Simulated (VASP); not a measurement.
## KMgF3: structure and properties in VASP

Aim: relax KMgF3, then compute properties on the relaxed cell. The steps: full relaxation (MS2), single point with fields (MS2), bands along the symmetry lines (MS2), total and projected DOS (MS2), elastic constants (MS2), volume scan with MS2, fit for MS2 and bands along the symmetry lines (MS2), changed input. Left out of this account: 1 further run (core levels: core levels are not valid at this level). The start is a cell from a database of measured crystal structures.

Method: MS2; plane waves and PAW (K_sv, Mg, F), in VASP 6.6.1.

## 1. The starting structure

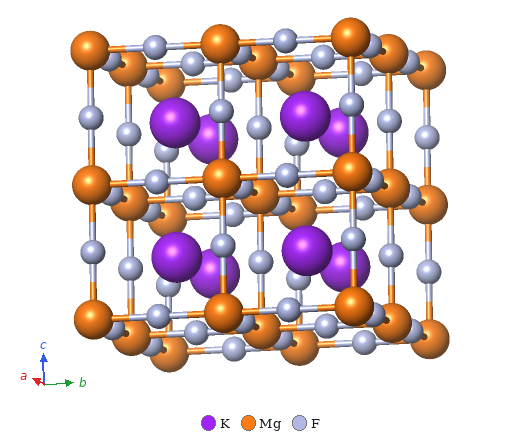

The starting structure, seen slightly off an axis (potassium purple, magnesium orange, fluorine light blue). 2×2×2 cells are drawn. Some periodic images of atoms are drawn too.

## 2. Full relaxation (MS2)

The start need not lie at this functional's minimum. ISIF = 3 frees volume, shape and positions, and EDIFFG sets the threshold on forces and stress at which the search stops.

File INCAR:

```
SYSTEM = KMgF3
PREC = Accurate
ENCUT = 520
EDIFF = 1E-06
NELM = 100
ISMEAR = 0
SIGMA = 0.05
LREAL = .FALSE.
ALGO = Normal
METAGGA = MS2
LASPH = .TRUE.
NBANDS = 22
LORBIT = 11
LWAVE = .FALSE.
LCHARG = .FALSE.
KPAR = 2
IBRION = 2
NSW = 60
ISIF = 3
EDIFFG = -0.01
```

File POSCAR:

```
KMgF3
1.0
    3.9859000000      0.0000000000      0.0000000000
    0.0000000000      3.9859000000      0.0000000000
    0.0000000000      0.0000000000      3.9859000000
K Mg F
1 1 3
Direct
    0.5000000000      0.5000000000      0.5000000000
    0.0000000000      0.0000000000      0.0000000000
    0.0000000000      0.0000000000      0.5000000000
    0.0000000000      0.5000000000      0.0000000000
    0.5000000000      0.0000000000      0.0000000000
```

File KPOINTS:

```
Automatic mesh
0
Gamma
6 6 6
0 0 0
```

PAW data sets: K_sv, Mg and F (PBE family, release 64).

Started as:

```sh
mpirun -np 2 vasp_std
```

What it wrote:

```text
[banner, memory and clock lines left out]
running    2 mpi-ranks, on    1 nodes
 distrk:  each k-point on    1 cores,    2 groups
 distr:  one band on    1 cores,    1 groups

 POSCAR found type information on POSCAR K MgF
 POSCAR found :  3 types and       5 ions
|                                                                             |
|               ----> ADVICE to this user running VASP <----                  |
|                                                                             |
|     You enforced a specific xc type in the INCAR file but a different       |
|     [... a line on the potential file left out ...]
|     I HOPE YOU KNOW WHAT YOU ARE DOING!                                     |
|                                                                             |

 LDA part: xc-table for (None), standard interpolation
 POSCAR, INCAR and KPOINTS ok, starting setup
 FFT: planning ... GRIDC
 FFT: planning ... GRID_SOFT
 FFT: planning ... GRID
 WAVECAR not read
 entering main loop
       N       E                     dE             d eps       ncg     rms          rms(c)
DAV:   1     0.188267983455E+03    0.18827E+03   -0.17030E+04   920   0.135E+03
DAV:   2    -0.416941408312E+02   -0.22996E+03   -0.22301E+03  1122   0.361E+02
DAV:   3    -0.536597656164E+02   -0.11966E+02   -0.11824E+02  1376   0.708E+01
DAV:   4    -0.540154033538E+02   -0.35564E+00   -0.35169E+00  1212   0.841E+00
DAV:   5    -0.540172809170E+02   -0.18776E-02   -0.18770E-02  1086   0.600E-01    0.908E+00
DAV:   6    -0.410491187847E+02    0.12968E+02   -0.18285E+01  1150   0.296E+01    0.386E+00
DAV:   7    -0.409858820807E+02    0.63237E-01   -0.13643E+00  1054   0.108E+01    0.258E+00
DAV:   8    -0.410732190203E+02   -0.87337E-01   -0.11600E-01  1094   0.297E+00    0.115E+00
DAV:   9    -0.411165593046E+02   -0.43340E-01   -0.10049E-01  1350   0.287E+00    0.582E-01
DAV:  10    -0.411145783204E+02    0.19810E-02   -0.95023E-03  1010   0.755E-01    0.292E-01
DAV:  11    -0.411159266991E+02   -0.13484E-02   -0.95860E-03  1420   0.942E-01    0.160E-01
DAV:  12    -0.411160865219E+02   -0.15982E-03   -0.23363E-03  1460   0.406E-01    0.374E-02
DAV:  13    -0.411160555064E+02    0.31015E-04   -0.56602E-04  1384   0.169E-01    0.644E-02
DAV:  14    -0.411160357226E+02    0.19784E-04   -0.66301E-05  1012   0.676E-02    0.379E-02
DAV:  15    -0.411160396586E+02   -0.39360E-05   -0.10461E-05  1242   0.278E-02    0.159E-02
DAV:  16    -0.411160416149E+02   -0.19563E-05   -0.37077E-06   992   0.181E-02    0.606E-03
DAV:  17    -0.411160419752E+02   -0.36031E-06   -0.18451E-07   506   0.368E-03
   1 F= -.41116042E+02 E0= -.41116042E+02  d E =-.411160E+02
 curvature:   0.00 expect dE= 0.000E+00 dE for cont linesearch  0.000E+00
 trial: gam= 0.00000 g(F)=  0.000E+00 g(S)=  0.149E-03 ort = 0.000E+00 (trialstep = 0.100E+01)
 search vector abs. value=  0.149E-03
 bond charge predicted
       N       E                     dE             d eps       ncg     rms          rms(c)
DAV:   1    -0.411176859258E+02   -0.16443E-02   -0.30989E-02   964   0.169E+00    0.297E-01
DAV:   2    -0.411163079375E+02    0.13780E-02   -0.55550E-03   916   0.591E-01    0.578E-02
DAV:   3    -0.411161446752E+02    0.16326E-03   -0.20181E-04  1012   0.132E-01    0.264E-02
DAV:   4    -0.411161256162E+02    0.19059E-04   -0.83327E-05  1148   0.799E-02    0.270E-02
DAV:   5    -0.411161284195E+02   -0.28032E-05   -0.98897E-06  1024   0.262E-02    0.176E-02
DAV:   6    -0.411161363045E+02   -0.78850E-05   -0.47148E-06   836   0.206E-02    0.176E-03
DAV:   7    -0.411161363115E+02   -0.69881E-08   -0.48735E-07   476   0.625E-03
   2 F= -.41116136E+02 E0= -.41116136E+02  d E =-.943363E-04
 trial-energy change:   -0.000094  1 .order   -0.000084   -0.000149   -0.000018
 step:   1.0891(harm=  1.1365)  dis= 0.00000  next Energy=   -41.116137 (dE=-0.951E-04)
 reached required accuracy - stopping structural energy minimisation
```

It took 41 s on 2 MPI ranks of AMD EPYC 9R45, shared host; peak memory 0.33 GiB.

The logs omit lines about the potential files and the build; timing stands in the text.

Parts of OUTCAR (step 2):

```text
ion  position               nearest neighbor table
   1  0.500  0.500  0.500-   3 2.82   4 2.82   5 2.82   4 2.82   5 2.82   3 2.82   5 2.82   5 2.82
                             3 2.82   4 2.82   4 2.82   3 2.82   2 3.45   2 3.45   2 3.45   2 3.45
   2  0.000  0.000  0.000-   3 1.99   4 1.99   5 1.99   3 1.99   4 1.99   5 1.99   1 3.45   1 3.45
                             1 3.45   1 3.45   1 3.45   1 3.45   1 3.45   1 3.45
   3  0.000  0.000  0.500-   2 1.99   2 1.99   1 2.82   1 2.82   1 2.82   1 2.82
   4  0.000  0.500  0.000-   2 1.99   2 1.99   1 2.82   1 2.82   1 2.82   1 2.82
   5  0.500  0.000  0.000-   2 1.99   2 1.99   1 2.82   1 2.82   1 2.82   1 2.82

  LATTYP: Found a simple cubic cell.
 ALAT       =     3.9859000000

 Subroutine GETGRP returns: Found 48 space group operations
 (whereof 48 operations were pure point group operations)

The static configuration has the point symmetry O_h .

 Found     20 irreducible k-points:

   k-points           NKPTS =     20   k-points in BZ     NKDIM =     20   number of bands    NBANDS=     22

   dimension x,y,z NGX =    30 NGY =   30 NGZ =   30
   dimension x,y,z NGXF=    60 NGYF=   60 NGZF=   60

   ENCUT  =  520.0 eV  38.22 Ry    6.18 a.u.   7.41  7.41  7.41*2*pi/ulx,y,z

   NELECT =      32.0000    total number of electrons

 k-points in reciprocal lattice and weights: Automatic mesh
   0.00000000  0.00000000  0.00000000       0.005
   0.16666667  0.00000000  0.00000000       0.028
   0.33333333  0.00000000  0.00000000       0.028
   0.50000000  0.00000000  0.00000000       0.014
   0.16666667  0.16666667  0.00000000       0.056
   0.33333333  0.16666667  0.00000000       0.111
   0.50000000  0.16666667  0.00000000       0.056
   0.33333333  0.33333333  0.00000000       0.056
   0.50000000  0.33333333  0.00000000       0.056
[...]
0.50000000  0.50000000  0.33333333       0.028
   0.50000000  0.50000000  0.50000000       0.005

 average (electrostatic) potential at core
       1 -37.7262       2 -40.3341       3 -81.7232       4 -81.7232       5 -81.7232

 E-fermi :  -1.7109

 k-point     1 :       0.0000    0.0000    0.0000
  band No.  band energies     occupation
    ...
     12      -2.5665      2.00000
     13      -2.5665      2.00000
     14      -2.2644      2.00000
     15      -2.2644      2.00000
     16      -2.2644      2.00000
     17       5.8954      0.00000
     18       8.7583      0.00000
     19       8.7583      0.00000
     20      11.1365      0.00000
     21      11.1365      0.00000
    ...

 k-point     2 :       0.1667    0.0000    0.0000
  band No.  band energies     occupation
    ...
     12      -2.6215      2.00000
     13      -2.6215      2.00000
     14      -2.5184      2.00000
     15      -2.3173      2.00000
     16      -2.3173      2.00000
     17       6.3852      0.00000
     18       9.0155      0.00000
     19       9.0582      0.00000
     20      11.2839      0.00000
     21      11.2914      0.00000
    ...

 k-point     3 :       0.3333    0.0000    0.0000
  band No.  band energies     occupation
    ...
     12      -2.7460      2.00000
     13      -2.7389      2.00000
     14      -2.7389      2.00000
     15      -2.4193      2.00000
     16      -2.4193      2.00000
     17       7.5890      0.00000
     18       9.5226      0.00000
     19       9.5644      0.00000
     20      11.6088      0.00000
     21      11.6088      0.00000
    ...

  Total       -0.0086277     -0.0086277     -0.0086277      0.0000000      0.0000000     -0.0000000
  in kB       -0.2187402     -0.2187402     -0.2187402      0.0000000      0.0000000     -0.0000000
  external PRESSURE =      -0.2187402 kB  Pullay stress =       0.0000000 kB

  energy-cutoff  :      520.00
  volume of cell :       63.19
      direct lattice vectors                 reciprocal lattice vectors
     3.983137341  0.000000000 -0.000000000     0.251058378 -0.000000000 -0.000000000
     0.000000000  3.983137341 -0.000000000    -0.000000000  0.251058378 -0.000000000
     0.000000000  0.000000000  3.983137341     0.000000000  0.000000000  0.251058378

 POSITION                                       TOTAL-FORCE (eV/Angst)
 -----------------------------------------------------------------------------------
      1.99157      1.99157      1.99157        -0.000000      0.000000      0.000000
      0.00000      0.00000      0.00000         0.000000     -0.000000      0.000000
      0.00000      0.00000      1.99157         0.000000      0.000000      0.000000
      0.00000      1.99157     -0.00000         0.000000     -0.000000      0.000000
      1.99157      0.00000     -0.00000        -0.000000     -0.000000      0.000000
 -----------------------------------------------------------------------------------
    total drift:                                0.000000     -0.000000      0.000000

  FREE ENERGIE OF THE ION-ELECTRON SYSTEM (eV)
  ---------------------------------------------------
  free  energy   TOTEN  =       -41.1161363115 eV

  energy  without entropy=      -41.1161363115  energy(sigma->0) =      -41.11613631

 reached required accuracy - stopping structural energy minimisation

 total charge
# of ion       s       p       d       tot
------------------------------------------
    1        1.964   5.608   0.024   7.596
    2        0.127   0.159   0.074   0.359
    3        1.756   4.434   0.000   6.189
    4        1.756   4.434   0.000   6.189
    5        1.756   4.434   0.000   6.189
--------------------------------------------------
tot          7.358  19.067   0.098  26.523

[... 3 further parts left out ...]
```

The gap is read on the k-mesh alone, so it is an upper bound where the band edges lie off the mesh. The PAW data sets were made with PBE, which is usual practice but a small mismatch for other functionals. The run keeps the 48 symmetry operations of its start, so it cannot find a distortion of lower symmetry.

Little changed from the start: no atom moved by 0.005 Å and no cell edge by 0.1 %.

Numbers from this step:

* electrons: 32
* bands: 22
* irreducible k-points: 20
* symmetry operations: 48
* free energy (TOTEN): -41.12 eV
* Fermi energy: -1.711 eV
* pressure: -0.02187 GPa
* metallic: no
* valence top at k: 0.5, 0.5, 0.5
* conduction bottom at k: 0, 0, 0
* least direct gap at k: 0, 0, 0
* SCF cycles over all ionic steps: 24
* gap on the k-mesh: 7.834 eV
* least direct gap on the k-mesh: 8.160 eV

It ends with forces that vanish by symmetry and a pressure of -0.02 GPa. The volume lies -0.2 % from that of the database's start, which holds the thermal and zero-point expansion of its experiment.

## 3. Single point with fields (MS2)

The relaxed cell gets a fresh self-consistent run, on a basis set for its own volume, to fix the density and to check the remaining stress.

INCAR: that of step 2 with these lines changed.

```diff
@@ -14,7 +14,5 @@
 LWAVE = .FALSE.
-LCHARG = .FALSE.
-KPAR = 2
-IBRION = 2
-NSW = 60
-ISIF = 3
-EDIFFG = -0.01
+LCHARG = .TRUE.
+ISIF = 2
+LELF = .TRUE.
+LVHAR = .TRUE.
```

POSCAR: that of step 2 with these lines changed.

```diff
@@ -2,5 +2,5 @@
 1.0
-    3.9859000000      0.0000000000      0.0000000000
-    0.0000000000      3.9859000000      0.0000000000
-    0.0000000000      0.0000000000      3.9859000000
+    3.9831373406      0.0000000000      0.0000000000
+    0.0000000000      3.9831373406      0.0000000000
+    0.0000000000      0.0000000000      3.9831373406
 K Mg F
```

KPOINTS is that of step 2.

Started as:

```sh
mpirun -np 2 vasp_std
```

What it wrote:

```text
[banner, memory and clock lines left out]
running    2 mpi-ranks, on    1 nodes
 distrk:  each k-point on    2 cores,    1 groups
 distr:  one band on    1 cores,    2 groups

 POSCAR found type information on POSCAR K MgF
 POSCAR found :  3 types and       5 ions
 [... a notice as in an earlier step ...]

 LDA part: xc-table for (None), standard interpolation
 POSCAR, INCAR and KPOINTS ok, starting setup
 FFT: planning ... GRIDC
 FFT: planning ... GRID_SOFT
 FFT: planning ... GRID
 WAVECAR not read
 entering main loop
       N       E                     dE             d eps       ncg     rms          rms(c)
DAV:   1     0.192675635488E+03    0.19268E+03   -0.17027E+04   896   0.135E+03
DAV:   2    -0.414173612099E+02   -0.23409E+03   -0.22466E+03  1144   0.358E+02
DAV:   3    -0.534538501382E+02   -0.12036E+02   -0.11871E+02  1344   0.712E+01
DAV:   4    -0.540246014707E+02   -0.57075E+00   -0.56473E+00  1242   0.943E+00
DAV:   5    -0.540281625044E+02   -0.35610E-02   -0.35605E-02  1068   0.711E-01    0.909E+00
DAV:   6    -0.410518795022E+02    0.12976E+02   -0.18328E+01  1150   0.296E+01    0.387E+00
DAV:   7    -0.409854565224E+02    0.66423E-01   -0.13574E+00  1054   0.108E+01    0.258E+00
DAV:   8    -0.410730097775E+02   -0.87553E-01   -0.11558E-01  1066   0.296E+00    0.115E+00
DAV:   9    -0.411163712030E+02   -0.43361E-01   -0.99687E-02  1354   0.287E+00    0.580E-01
DAV:  10    -0.411144587838E+02    0.19124E-02   -0.97844E-03  1010   0.765E-01    0.290E-01
DAV:  11    -0.411157803878E+02   -0.13216E-02   -0.94045E-03  1418   0.938E-01    0.163E-01
DAV:  12    -0.411159356346E+02   -0.15525E-03   -0.23379E-03  1450   0.409E-01    0.381E-02
DAV:  13    -0.411159046566E+02    0.30978E-04   -0.55668E-04  1378   0.168E-01    0.640E-02
DAV:  14    -0.411158849260E+02    0.19731E-04   -0.66733E-05  1006   0.675E-02    0.374E-02
DAV:  15    -0.411158888708E+02   -0.39448E-05   -0.10271E-05  1268   0.275E-02    0.156E-02
DAV:  16    -0.411158908002E+02   -0.19294E-05   -0.36033E-06  1014   0.179E-02    0.592E-03
DAV:  17    -0.411158911668E+02   -0.36658E-06   -0.17746E-07   506   0.360E-03
   1 F= -.41115891E+02 E0= -.41115891E+02  d E =-.192755E-14
```

Run time: 28 s. Hardware: 2 MPI ranks; peak memory 0.26 GiB; 55 s of CPU time.

From OUTCAR (step 3):

```text
  LATTYP: Found a simple cubic cell.
 ALAT       =     3.9831373406

The static configuration has the point symmetry O_h .

 Found     20 irreducible k-points:

   NELECT =      32.0000    total number of electrons

 E-fermi :  -1.6808

 k-point     1 :       0.0000    0.0000    0.0000
  band No.  band energies     occupation
    ...
     12      -2.5664      2.00000
     13      -2.5664      2.00000
     14      -2.2643      2.00000
     15      -2.2643      2.00000
     16      -2.2643      2.00000
     17       5.8954      0.00000
     18       8.7580      0.00000
     19       8.7580      0.00000
     20      11.1361      0.00000
     21      11.1361      0.00000
    ...

 k-point     2 :       0.1667    0.0000    0.0000
  band No.  band energies     occupation
    ...
     12      -2.6214      2.00000
     13      -2.6214      2.00000
     14      -2.5184      2.00000
     15      -2.3172      2.00000
     16      -2.3172      2.00000
     17       6.3852      0.00000
     18       9.0152      0.00000
     19       9.0580      0.00000
     20      11.2834      0.00000
     21      11.2910      0.00000
    ...

  Total       -0.0086590     -0.0086590     -0.0086590      0.0000000      0.0000000     -0.0000000
  in kB       -0.2195335     -0.2195335     -0.2195335      0.0000000      0.0000000     -0.0000000
  external PRESSURE =      -0.2195335 kB  Pullay stress =       0.0000000 kB

  energy-cutoff  :      520.00
  volume of cell :       63.19
      direct lattice vectors                 reciprocal lattice vectors
     3.983137341  0.000000000  0.000000000     0.251058378  0.000000000  0.000000000
     0.000000000  3.983137341  0.000000000     0.000000000  0.251058378  0.000000000
     0.000000000  0.000000000  3.983137341     0.000000000  0.000000000  0.251058378

 POSITION                                       TOTAL-FORCE (eV/Angst)
 -----------------------------------------------------------------------------------
      1.99157      1.99157      1.99157         0.000000      0.000000      0.000000
      0.00000      0.00000      0.00000         0.000000      0.000000      0.000000
      0.00000      0.00000      1.99157         0.000000      0.000000      0.000000
      0.00000      1.99157      0.00000         0.000000      0.000000      0.000000
      1.99157      0.00000      0.00000         0.000000      0.000000      0.000000
 -----------------------------------------------------------------------------------
    total drift:                                0.000000     -0.000000      0.000000

  FREE ENERGIE OF THE ION-ELECTRON SYSTEM (eV)
  ---------------------------------------------------
  free  energy   TOTEN  =       -41.1158911668 eV

  energy  without entropy=      -41.1158911668  energy(sigma->0) =      -41.11589117

 total charge
# of ion       s       p       d       tot
------------------------------------------
    1        1.964   5.608   0.024   7.596
    2        0.127   0.159   0.074   0.359
    3        1.756   4.434   0.000   6.189
    4        1.756   4.434   0.000   6.189
    5        1.756   4.434   0.000   6.189
--------------------------------------------------
tot          7.358  19.068   0.098  26.523

[... 6 parts as in an earlier step ...]

[... 5 further parts left out ...]
```

This step gave:

| Quantity | Value |
| --- | --- |
| SCF cycles | 17 |
| Fermi energy | -1.681 eV |
| pressure | -0.02195 GPa |

Valence electrons inside each PAW sphere by angular momentum. Sphere charges, by row:

```tsv
atom	s (e)	p (e)	d (e)	tot (e)
K1	1.964	5.608	0.024	7.596
Mg2	0.127	0.159	0.074	0.359
F3	1.756	4.434	0	6.189
F4	1.756	4.434	0	6.189
F5	1.756	4.434	0	6.189
```

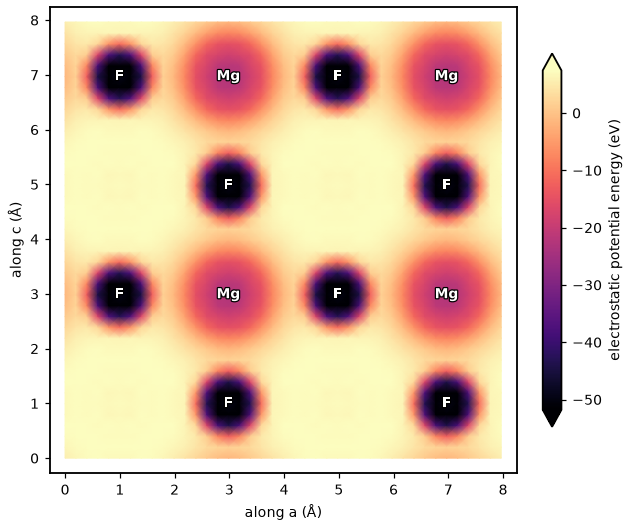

Electrostatic potential energy in the ac plane at fractional y = 0.000, with atoms of Mg and F within 0.2 Å of it. With pseudopotentials it is smooth inside the atoms' cores, unlike the true potential. The map starts off the cell's origin, so that atoms lie inside it.

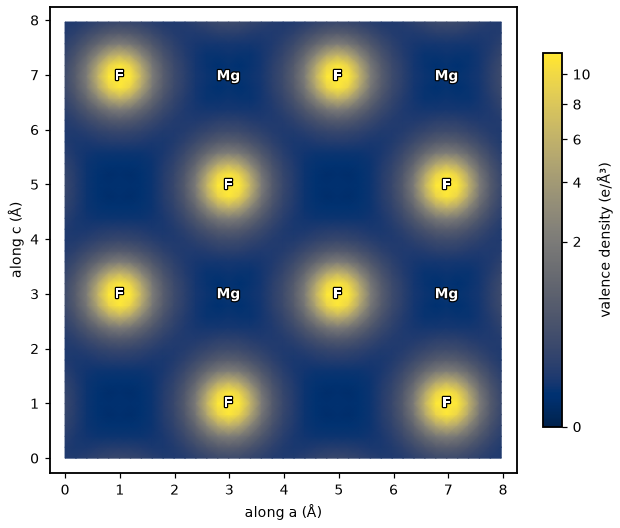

Valence density in the ac plane at fractional y = 0.000, with atoms of Mg and F within 0.2 Å of it. It is the smooth field of the valence electrons, not physical close to the nuclei. The map starts off the cell's origin, so that atoms lie inside it. The colour scale is stretched toward low values.

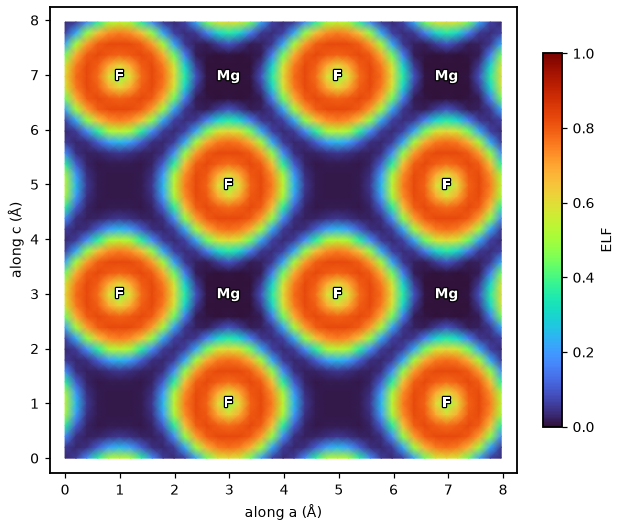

ELF in the ac plane at fractional y = 0.000, with atoms of Mg and F within 0.2 Å of it. It is the smooth field of the valence electrons, not physical close to the nuclei. The map starts off the cell's origin, so that atoms lie inside it.

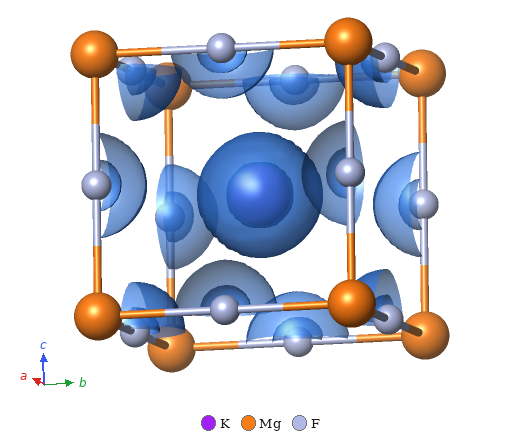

Surface of ELF = 0.77.

In this run the pressure is -0.02 GPa, small enough to go on.

(Part 1 of 5 ends here.)

[Lines on the potential files, build, host, timing and source positions are cut from VASP's logs without a mark.]

[Logs are printed without paths, hosts, clocks, repeated set-up lines and the standing remarks that a program may print on its own settings, such as how far it seeks lower states.]

[Hosts, paths, dates, database ids (printed as entryN), source tags and the programs' standing remarks are cut or masked in the printed files.]

[A measured line is paired with the nearest computed mode of its activity, which favours agreement.]
